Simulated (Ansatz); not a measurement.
Geometry relaxation of CH6OSn

- system: CH6OSn
- method: RKS B3LYP-D4/def2-SVP (Ansatz 0.2.0)

It belongs to a series of runs on one base structure; here: start relaxed. Figures and captions count atoms from 1; the log counts them from 0 in places.

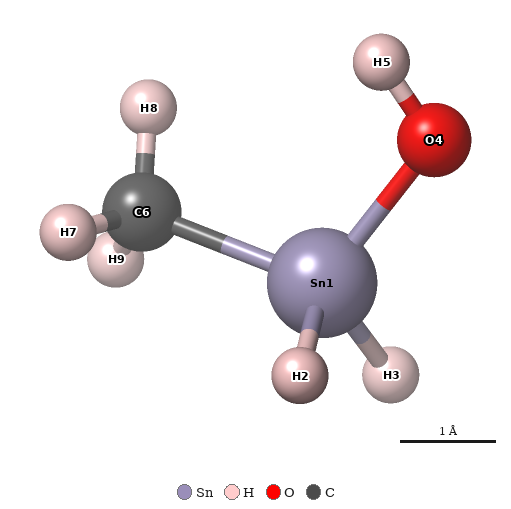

**Figure 1.** The structure as given in the input (ball-and-stick view, seen at a tilt; atoms are numbered from 1 in the order of the input). Sticks mark near contacts.

Results in brief:

- outcome: converged
- total energy: −9012.8321 eV
- mean-field energy: −9012.6056 eV
- largest force (length of the vector) at the end: 0.019 eV/Å
- hardware: 2 threads of Intel Xeon (Granite Rapids), 32 GiB of memory available, shared host
- wall time: 28 s (CPU time 52 s)
- peak memory: 0.19 GiB

The input:
```yaml
crystal:
  periodic: [false, false, false]
  atoms:
    - { symbol: Sn, position_ang: [0.0, 0.0, 0.0] }
    - { symbol: H, position_ang: [0.0, 0.0, 1.74] }
    - { symbol: H, position_ang: [1.6408, 0.0, -0.5794] }
    - { symbol: O, position_ang: [-0.9232, 1.5994, -0.6527] }
    - { symbol: H, position_ang: [-1.881, 1.3686, -0.8751] }
    - { symbol: C, position_ang: [-1.0126, -1.7544, -0.716] }
    - { symbol: H, position_ang: [-1.5123, -2.2661, 0.1329] }
    - { symbol: H, position_ang: [-1.7727, -1.4617, -1.4701] }
    - { symbol: H, position_ang: [-0.2768, -2.4431, -1.1811] }
basis:
  gaussian: { orbitals: def2-SVP }
hamiltonian:
  xc: b3lyp
  dispersion: d4
relax:
  f_tol: 0.02
  max_steps: 40
```

Run as:
```bash
ansatz run input.yaml --threads 2 --pin off --max-ram 3072MiB --backend cpu --events-out ev --progress --plain --runs-dir out
```

Output:
```
The last accepted step is kept in [file] (removed where the run ends without a failure and the disk answers)
Engine: ansatz 0.2.0, x86_64-unknown-linux-gnu
Functional definition: B3LYP
  parameter a0 = 0.2
  parameter ax = 0.72
  parameter ac = 0.81
  exchange = (1 - a0 - ax)*slater_x + ax*b88_x + a0*exact_x
  correlation = (1 - ac)*vwn_rpa_c + ac*lyp_c
999 factors; integrals over basis functions are off by at most 3.8e-4 eV
mean field evaluation 1: about -9002.8125 eV, gradient 6.8e1 eV
mean field evaluation 2: about -8979.9911 eV, gradient 1.2e2 eV
mean field evaluation 4: about -9012.3083 eV, gradient 7.6e0 eV
mean field evaluation 8: about -9012.4670 eV, gradient 4.2e-2 eV
mean field -9012.46696399 eV, -331.2020520571 hartree, gradient 3.3e-5 eV, S^2 0.000000; 0 other end points of the search recorded, 0 dependent functions left out
the calculation of the forces begins
reference -9012.46721531 eV, -331.2020612931 hartree; 21, 21 occupied and 63, 63 virtual orbitals, 999 factors
relax step   1: F+E_penalty+E_count = -9012.69673843 eV  Δ(F+E_penalty+E_count) = +0.000e0 eV  max|allowed force component| = 2.247e0 eV/Å  Δτ_max = 0.0000 Å  (24 SCF iters, accepted)
these checks for a lower state are left out or cut short: starts, cluster_reference, orbital_swaps, neighbouring_geometries, increment
999 factors; integrals over basis functions are off by at most 3.9e-4 eV
mean field evaluation 16: about -9012.5377 eV, gradient 7.1e-2 eV
mean field -9012.55542027 eV, -331.2053027654 hartree, gradient 1.8e-5 eV, S^2 0.000000; 0 other end points of the search recorded, 0 dependent functions left out
[... from here on the field's lines of each further geometry are left out, up to the last ...]
relax step   2: F+E_penalty+E_count = -9012.78224273 eV  Δ(F+E_penalty+E_count) = -8.550e-2 eV  max|allowed force component| = 8.044e-1 eV/Å  Δτ_max = 0.1743 Å  (28 SCF iters, accepted)
relax step   3: F+E_penalty+E_count = -9012.80291676 eV  Δ(F+E_penalty+E_count) = -2.067e-2 eV  max|allowed force component| = 8.286e-1 eV/Å  Δτ_max = 0.1270 Å  (29 SCF iters, accepted)
relax step   4: F+E_penalty+E_count = -9012.81249625 eV  Δ(F+E_penalty+E_count) = -9.579e-3 eV  max|allowed force component| = 2.216e-1 eV/Å  Δτ_max = 0.0955 Å  (29 SCF iters, accepted)
relax step   5: F+E_penalty+E_count = -9012.81863918 eV  Δ(F+E_penalty+E_count) = -6.143e-3 eV  max|allowed force component| = 1.298e-1 eV/Å  Δτ_max = 0.0711 Å  (28 SCF iters, accepted)
relax step   6: F+E_penalty+E_count = -9012.82223165 eV  Δ(F+E_penalty+E_count) = -3.592e-3 eV  max|allowed force component| = 4.198e-2 eV/Å  Δτ_max = 0.0742 Å  (28 SCF iters, accepted)
relax step   7: F+E_penalty+E_count = -9012.82417772 eV  Δ(F+E_penalty+E_count) = -1.946e-3 eV  max|allowed force component| = 1.710e-2 eV/Å  Δτ_max = 0.0685 Å  (28 SCF iters, accepted)
relax step   8: F+E_penalty+E_count = -9012.79669258 eV  Δ(F+E_penalty+E_count) = +2.749e-2 eV  max|allowed force component| = 1.330e0 eV/Å  Δτ_max = 0.1955 Å  (28 SCF iters, rejected (line search))
relax step   9: F+E_penalty+E_count = -9012.82518848 eV  Δ(F+E_penalty+E_count) = -1.011e-3 eV  max|allowed force component| = 6.138e-2 eV/Å  Δτ_max = 0.0452 Å  (28 SCF iters, accepted)
relax step  10: F+E_penalty+E_count = -9012.82364172 eV  Δ(F+E_penalty+E_count) = +1.547e-3 eV  max|allowed force component| = 4.296e-1 eV/Å  Δτ_max = 0.0976 Å  (28 SCF iters, rejected (line search))
relax step  11: F+E_penalty+E_count = -9012.82594198 eV  Δ(F+E_penalty+E_count) = -7.535e-4 eV  max|allowed force component| = 5.242e-2 eV/Å  Δτ_max = 0.0488 Å  (28 SCF iters, accepted)
relax step  12: F+E_penalty+E_count = -9012.82644144 eV  Δ(F+E_penalty+E_count) = -4.995e-4 eV  max|allowed force component| = 6.937e-2 eV/Å  Δτ_max = 0.0490 Å  (28 SCF iters, accepted)
relax step  13: F+E_penalty+E_count = -9012.82727315 eV  Δ(F+E_penalty+E_count) = -8.317e-4 eV  max|allowed force component| = 1.553e-1 eV/Å  Δτ_max = 0.0633 Å  (27 SCF iters, accepted)
relax step  14: F+E_penalty+E_count = -9012.82834190 eV  Δ(F+E_penalty+E_count) = -1.069e-3 eV  max|allowed force component| = 6.983e-2 eV/Å  Δτ_max = 0.0136 Å  (29 SCF iters, accepted)
relax step  15: F+E_penalty+E_count = -9012.82951558 eV  Δ(F+E_penalty+E_count) = -1.174e-3 eV  max|allowed force component| = 8.691e-3 eV/Å  Δτ_max = 0.0483 Å  (27 SCF iters, accepted)
relax step  16: F+E_penalty+E_count = -9012.81774329 eV  Δ(F+E_penalty+E_count) = +1.177e-2 eV  max|allowed force component| = 5.085e-1 eV/Å  Δτ_max = 0.1981 Å  (27 SCF iters, rejected (line search))
relax step  17: F+E_penalty+E_count = -9012.83063038 eV  Δ(F+E_penalty+E_count) = -1.115e-3 eV  max|allowed force component| = 4.699e-2 eV/Å  Δτ_max = 0.0785 Å  (27 SCF iters, accepted)
relax step  18: F+E_penalty+E_count = -9012.82998853 eV  Δ(F+E_penalty+E_count) = +6.419e-4 eV  max|allowed force component| = 1.713e-1 eV/Å  Δτ_max = 0.0810 Å  (27 SCF iters, rejected (line search))
relax step  19: F+E_penalty+E_count = -9012.83049156 eV  Δ(F+E_penalty+E_count) = +1.388e-4 eV  max|allowed force component| = 5.856e-2 eV/Å  Δτ_max = 0.0405 Å  (28 SCF iters, rejected (line search))
relax step  20: F+E_penalty+E_count = -9012.83098747 eV  Δ(F+E_penalty+E_count) = -3.571e-4 eV  max|allowed force component| = 2.009e-2 eV/Å  Δτ_max = 0.0199 Å  (28 SCF iters, accepted)
relax step  21: F+E_penalty+E_count = -9012.83145832 eV  Δ(F+E_penalty+E_count) = -4.709e-4 eV  max|allowed force component| = 1.798e-2 eV/Å  Δτ_max = 0.0488 Å  (27 SCF iters, accepted)
relax step  22: F+E_penalty+E_count = -9012.83117657 eV  Δ(F+E_penalty+E_count) = +2.817e-4 eV  max|allowed force component| = 1.353e-1 eV/Å  Δτ_max = 0.0731 Å  (27 SCF iters, rejected (line search))
the calculation of the forces begins
reference -9012.60555317 eV, -331.2071451154 hartree; 21, 21 occupied and 63, 63 virtual orbitals, 999 factors
relax step  23: F+E_penalty+E_count = -9012.83188872 eV  Δ(F+E_penalty+E_count) = -4.304e-4 eV  max|allowed force component| = 1.709e-2 eV/Å  Δτ_max = 0.0357 Å  (28 SCF iters, accepted)
```

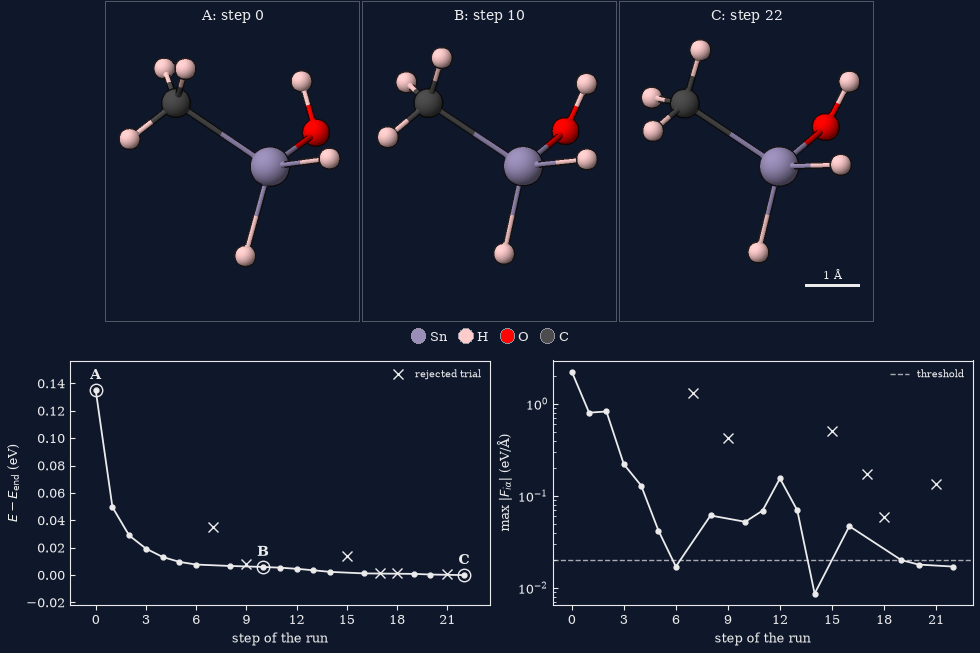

**Figure 2.** Frames of the relaxation (ball-and-stick view, seen at a tilt) above the curves, on which the letters mark them (the first geometry is step 0 here and step 1 in the log).

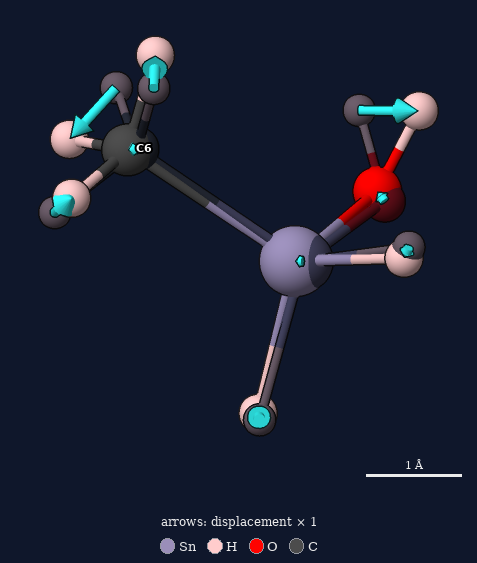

**Figure 3.** Start (faint) and end (solid) with the displacements as teal arrows, at true length (ball-and-stick view, seen at a tilt). The two geometries are laid on each other by the best rigid fit. The energy falls by 0.135 eV in 22 geometry steps. Largest force component: 2.2 eV/Å at the start, 0.017 eV/Å at the end. The line search rejected the trial steps at points 7, 9, 15, 17, 18, 21 (counted from 0) and went back. The largest move after the best rigid fit is that of H8, 0.73 Å. By element the largest moves are H 0.73 Å, O 0.14 Å, C 0.11 Å, Sn 0.09 Å. Among the contacts that change: Sn1–O4 1.959 → 2.006 Å, O4–H5 1.010 → 0.967 Å, Sn1–H3 1.740 → 1.717 Å, Sn1–C6 2.148 → 2.165 Å. Among the angles that change: H3–Sn1–O4 109.5° → 102.1°, Sn1–O4–H5 109.5° → 112.6°, H2–Sn1–H3 109.4° → 112.1°. (Atoms are counted from 1 in the order of the input.)

```
999 factors; integrals over basis functions are off by at most 4.0e-4 eV
mean field -9012.60529833 eV, -331.2071357505 hartree, gradient 1.5e-5 eV, S^2 0.000000; 1 other end points of the search recorded, 0 dependent functions left out
the calculation of the forces begins
reference -9012.60555317 eV, -331.2071451154 hartree; 21, 21 occupied and 63, 63 virtual orbitals, 999 factors
Total energy: -9012.83214355 eV, -331.2154721584 hartree
Atom 0 at    -0.001052    -0.045048    -0.085324 Å, force     0.001412     0.002864    -0.000781 eV/Å
Atom 1 at     0.117314     0.019797     1.638593 Å, force     0.002222    -0.003150    -0.003552 eV/Å
Atom 2 at     1.520727     0.186435    -0.845200 Å, force     0.000529    -0.000042     0.002751 eV/Å
Atom 3 at    -1.036314     1.552007    -0.720173 Å, force    -0.012059     0.006812     0.001314 eV/Å
Atom 4 at    -1.867216     1.671091    -0.240233 Å, force     0.009982    -0.004560    -0.002411 eV/Å
Atom 5 at    -0.991803    -1.852297    -0.749611 Å, force    -0.005479    -0.012174    -0.002672 eV/Å
Atom 6 at    -1.928934    -2.000295    -0.192771 Å, force     0.012404    -0.000181    -0.011355 eV/Å
Atom 7 at    -1.216001    -1.769329    -1.823268 Å, force     0.004460    -0.002470     0.017091 eV/Å
Atom 8 at    -0.334521    -2.719661    -0.583513 Å, force    -0.013472     0.012901    -0.000384 eV/Å
Dipole moment:    -0.144691    -0.378431     0.206535 e Å
```

Trajectory as extended XYZ (Å, eV, eV/Å), 11 of the 23 frames kept, from step=1 to step=23:
```
9
Properties=species:S:1:pos:R:3:forces:R:3 step=1 energy=-9012.69674
Sn    0.0000    0.0000    0.0000    0.9914  -0.9571   0.6931
H     0.0000    0.0000    1.7400   -0.0204   0.1079  -0.1462
H     1.6408    0.0000   -0.5794   -0.2517   0.2032   0.0135
O    -0.9232    1.5994   -0.6527   -2.2472   0.3653  -0.7942
H    -1.8810    1.3686   -0.8751    1.7776   0.5389   0.3944
C    -1.0126   -1.7544   -0.7160   -0.2987  -0.3874  -0.1452
H    -1.5123   -2.2661    0.1329    0.1195   0.1168  -0.3172
H    -1.7727   -1.4617   -1.4701    0.2073  -0.1822   0.1886
H    -0.2768   -2.4431   -1.1811   -0.2777   0.1947   0.1132
9
Properties=species:S:1:pos:R:3:forces:R:3 step=3 energy=-9012.80292
Sn    0.0190   -0.0427    0.0060    0.0167   0.0101  -0.0033
H     0.0016    0.0395    1.7297   -0.0056   0.0010   0.0170
H     1.6138    0.1128   -0.6138   -0.0158   0.0107  -0.0046
O    -0.8991    1.5984   -0.7109   -0.7943  -0.2034  -0.0373
H    -1.8767    1.4871   -0.7376    0.8286   0.1066   0.0513
C    -1.0092   -1.8145   -0.7184   -0.1306  -0.0355  -0.0319
H    -1.5968   -2.2814    0.0906    0.0744   0.0734  -0.0890
H    -1.6926   -1.5019   -1.5259    0.0498  -0.0743   0.0508
H    -0.2979   -2.5545   -1.1213   -0.0231   0.1114   0.0469
9
Properties=species:S:1:pos:R:3:forces:R:3 step=5 energy=-9012.81864
Sn    0.0088   -0.0491   -0.0094    0.0739  -0.0462   0.0141
H    -0.0031    0.0514    1.7156   -0.0149   0.0041   0.0010
H     1.5944    0.1271   -0.6403    0.0130  -0.0111  -0.0010
O    -0.9105    1.5607   -0.7715    0.0008   0.0112  -0.0183
H    -1.8605    1.5456   -0.5985   -0.0639   0.0428   0.0139
C    -1.0073   -1.8253   -0.7297   -0.0649   0.0251   0.1298
H    -1.6473   -2.2518    0.0569    0.0205   0.0172   0.0070
H    -1.6378   -1.5341   -1.5811    0.0308  -0.0454  -0.0811
H    -0.2747   -2.5816   -1.0435    0.0048   0.0023  -0.0653
9
Properties=species:S:1:pos:R:3:forces:R:3 step=8 energy=-9012.79669 accepted=F
Sn   -0.0169   -0.0524   -0.0616    0.0336  -0.0385   0.0077
H    -0.0225    0.0681    1.6634   -0.0021   0.0102  -0.0019
H     1.5610    0.1363   -0.7103    0.0128  -0.0119  -0.0044
O    -0.9757    1.5330   -0.8323   -1.3301   0.3381   0.8014
H    -1.8138    1.7370   -0.3244    1.2856  -0.3048  -0.7977
C    -0.9929   -1.8645   -0.7410   -0.0505  -0.1151  -0.1094
H    -1.7515   -2.1908   -0.0072    0.1173   0.0400  -0.1335
H    -1.4827   -1.6571   -1.7116    0.0974  -0.0628   0.2047
H    -0.2430   -2.6669   -0.8764   -0.1640   0.1449   0.0330
9
Properties=species:S:1:pos:R:3:forces:R:3 step=10 energy=-9012.82364 accepted=F
Sn   -0.0107   -0.0529   -0.0529    0.0029   0.0324  -0.0365
H    -0.0034    0.0604    1.6721    0.0053  -0.0057   0.0004
H     1.5583    0.1410   -0.7223    0.0040  -0.0144   0.0107
O    -0.9678    1.5469   -0.8000   -0.4296   0.0513   0.2320
H    -1.8288    1.6968   -0.3646    0.4140  -0.0647  -0.2164
C    -0.9966   -1.8569   -0.7405   -0.0201  -0.0827  -0.0685
H    -1.7610   -2.1769   -0.0129    0.0709   0.0208  -0.0915
H    -1.4760   -1.6531   -1.7144    0.0675  -0.0331   0.1458
H    -0.2516   -2.6626   -0.8661   -0.1150   0.0961   0.0241
9
Properties=species:S:1:pos:R:3:forces:R:3 step=12 energy=-9012.82644
Sn   -0.0098   -0.0463   -0.0566    0.0121  -0.0413   0.0415
H     0.0097    0.0514    1.6699   -0.0062   0.0173  -0.0043
H     1.5650    0.1273   -0.7166   -0.0077   0.0313  -0.0179
O    -0.9795    1.5488   -0.7932   -0.0432   0.0091   0.0203
H    -1.8425    1.6884   -0.3775    0.0694  -0.0217  -0.0194
C    -0.9938   -1.8522   -0.7386   -0.0280  -0.0231  -0.0378
H    -1.7616   -2.1685   -0.0159    0.0258   0.0124  -0.0410
H    -1.4684   -1.6445   -1.7104    0.0143  -0.0334   0.0432
H    -0.2569   -2.6618   -0.8626   -0.0365   0.0492   0.0155
9
Properties=species:S:1:pos:R:3:forces:R:3 step=14 energy=-9012.82834
Sn   -0.0082   -0.0500   -0.0625   -0.0133  -0.0063  -0.0075
H     0.0260    0.0512    1.6631    0.0021   0.0023  -0.0007
H     1.5525    0.1504   -0.7486    0.0000  -0.0004  -0.0019
O    -0.9967    1.5384   -0.7877   -0.0674   0.0256   0.0412
H    -1.8327    1.6999   -0.3267    0.0698  -0.0185  -0.0349
C    -0.9942   -1.8554   -0.7429   -0.0055  -0.0501  -0.0253
H    -1.8067   -2.1332   -0.0535    0.0388   0.0151  -0.0421
H    -1.4113   -1.6769   -1.7467    0.0267  -0.0122   0.0625
H    -0.2666   -2.6816   -0.7962   -0.0512   0.0445   0.0087
9
Properties=species:S:1:pos:R:3:forces:R:3 step=16 energy=-9012.81774 accepted=F
Sn   -0.0036   -0.0439   -0.0903    0.0088   0.0602  -0.0022
H     0.1180    0.0134    1.6354   -0.0003   0.0069  -0.0244
H     1.5199    0.1843   -0.8521   -0.0229   0.0075   0.0117
O    -1.0443    1.5562   -0.7208    0.0823  -0.0647  -0.0035
H    -1.8653    1.6773   -0.2268   -0.0454   0.0076   0.0269
C    -0.9908   -1.8534   -0.7510   -0.1615  -0.3515  -0.1075
H    -1.9447   -1.9900   -0.1891    0.4306   0.0149  -0.2955
H    -1.2051   -1.7720   -1.8425    0.0784  -0.0888   0.5085
H    -0.3220   -2.7292   -0.5644   -0.3699   0.4078  -0.1140
9
Properties=species:S:1:pos:R:3:forces:R:3 step=19 energy=-9012.83049 accepted=F
Sn   -0.0059   -0.0464   -0.0747    0.0311   0.0103  -0.0333
H     0.0907    0.0212    1.6501    0.0007   0.0107  -0.0051
H     1.5243    0.1650   -0.8235    0.0086   0.0212   0.0153
O    -1.0273    1.5475   -0.7401   -0.0504   0.0179   0.0373
H    -1.8620    1.6823   -0.2691    0.0586  -0.0181  -0.0237
C    -0.9887   -1.8509   -0.7485   -0.0195   0.0175   0.0229
H    -1.8909   -2.0294   -0.1475   -0.0351  -0.0374  -0.0047
H    -1.2694   -1.7384   -1.8049   -0.0045   0.0015  -0.0172
H    -0.3086   -2.7083   -0.6433    0.0105  -0.0238   0.0085
9
Properties=species:S:1:pos:R:3:forces:R:3 step=21 energy=-9012.83146
Sn   -0.0018   -0.0434   -0.0837   -0.0054  -0.0180   0.0080
H     0.1030    0.0165    1.6413    0.0032   0.0143  -0.0019
H     1.5281    0.1781   -0.8304   -0.0059   0.0100   0.0001
O    -1.0331    1.5509   -0.7325   -0.0011   0.0062   0.0078
H    -1.8643    1.6758   -0.2545    0.0126  -0.0064  -0.0023
C    -0.9918   -1.8510   -0.7473   -0.0042  -0.0099  -0.0146
H    -1.9117   -2.0187   -0.1678    0.0136   0.0032  -0.0119
H    -1.2457   -1.7524   -1.8130    0.0024  -0.0110   0.0158
H    -0.3204   -2.7132   -0.6135   -0.0152   0.0116  -0.0009
9
Properties=species:S:1:pos:R:3:forces:R:3 step=23 energy=-9012.83189
Sn   -0.0011   -0.0450   -0.0853    0.0014   0.0029  -0.0008
H     0.1173    0.0198    1.6386    0.0022  -0.0032  -0.0036
H     1.5207    0.1864   -0.8452    0.0005   0.0000   0.0028
O    -1.0363    1.5520   -0.7202   -0.0121   0.0068   0.0013
H    -1.8672    1.6711   -0.2402    0.0100  -0.0046  -0.0024
C    -0.9918   -1.8523   -0.7496   -0.0055  -0.0122  -0.0027
H    -1.9289   -2.0003   -0.1928    0.0124  -0.0002  -0.0114
H    -1.2160   -1.7693   -1.8233    0.0045  -0.0025   0.0171
H    -0.3345   -2.7197   -0.5835   -0.0135   0.0129  -0.0004
```
